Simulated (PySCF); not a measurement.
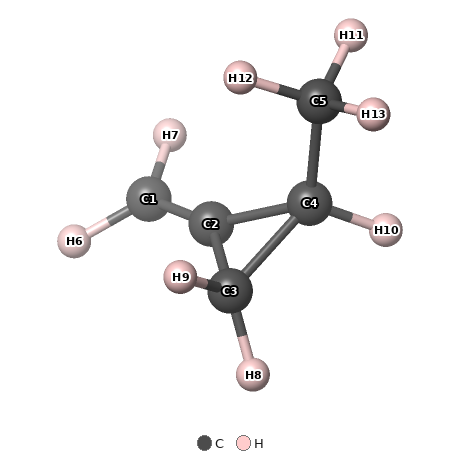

C₅H₈, SMILES C=C1C[C@@H]1C. Simulated ¹H spectrum at 90 MHz, line width 0.6 Hz, from GIAO shifts (PBE0/pcSseg-1, against TMS) and couplings (B3LYP/pcJ-1), PySCF 2.14.0, at a GFN2-xTB geometry (no frequency check). Gas phase, values of one conformer, averaged over methyl-type rotors and exact or near symmetry; couplings among ¹H are treated exactly, other nuclei are left out. The spin-dipole term of J is left out for all pairs. The upper panels enlarge each group of lines, each scaled alone.

Give the shifts and couplings that make up the spectrum.

```
δ (ppm)  nuclei          atoms
   5.85       1             H7
   5.78       1             H6
   1.43       1            H10
   1.21       1             H8
   1.18       3  H11, H12, H13
   0.62       1             H9
```

The order of signals that lie close, as those under 0.08 ppm apart, is within the error of the method.


| pair | J (Hz) |
| --- | --- |
| H8–H9 | −11.3 |
| H10–H8 | 10.4 |
| H10 – H11/H12/H13 | 6.6 |
| H10–H9 | 5.8 |
| H7–H9 | −3.1 |
| H7–H8 | −3.1 |
| H6–H10 | −2.8 |
| H6–H8 | −2.4 |
| H6–H9 | −2.4 |
| H7–H10 | −2.1 |
| H7–H6 | −0.6 |

Not listed: couplings under 0.5 Hz, those between magnetically equivalent nuclei.

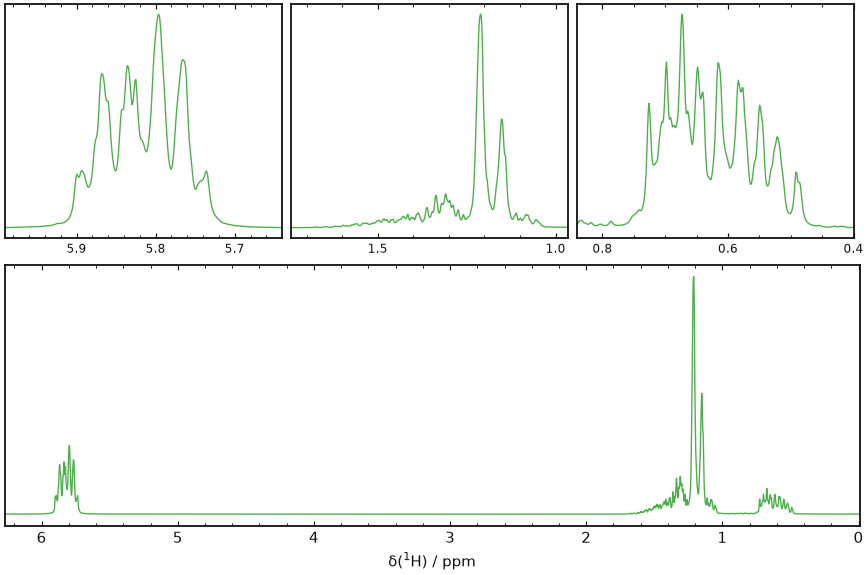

Limits of at least one run: the tight-binding geometry is rougher than a DFT one and adds to the error.
